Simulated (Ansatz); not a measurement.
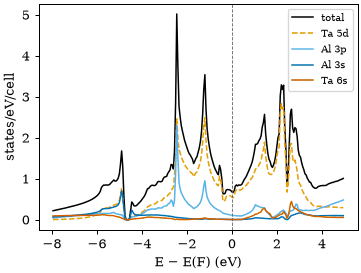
Figure. Total and projected density of states of TaAl (rock salt, space group No. 225), PBEsol in the plane-wave PAW code Ansatz

Problem. Which orbitals carry the states next to the Fermi level?

Solution. Within 0.5 eV of the Fermi level: Ta 5d 81 %, Al 3p 15 %. Projections are on Löwdin-orthogonalised atomic valence shells; empty p or d shells of many metals are not among them.

Problem. Where is the tallest occupied peak in this window, and what makes it?

Solution. Near -2.4 eV, about 5.0 states/eV per cell; the largest projected share is Ta 5d.

Space group Fm-3m (rock salt). The start of the workflow was typed in or built on a structure type; neither database checked (COD, Materials Project) lists it. Whether it is the stable phase at ambient conditions was not checked. The PBEsol relaxation kept the symmetry of its start. At this level the phase is mechanically unstable. No spin polarisation was allowed. Its formation energy is positive at this level, so the cell may be metastable or incomplete. Spin–orbit coupling is left out wherever it is not named.

Potentials: the later of the program's two PAW sets.
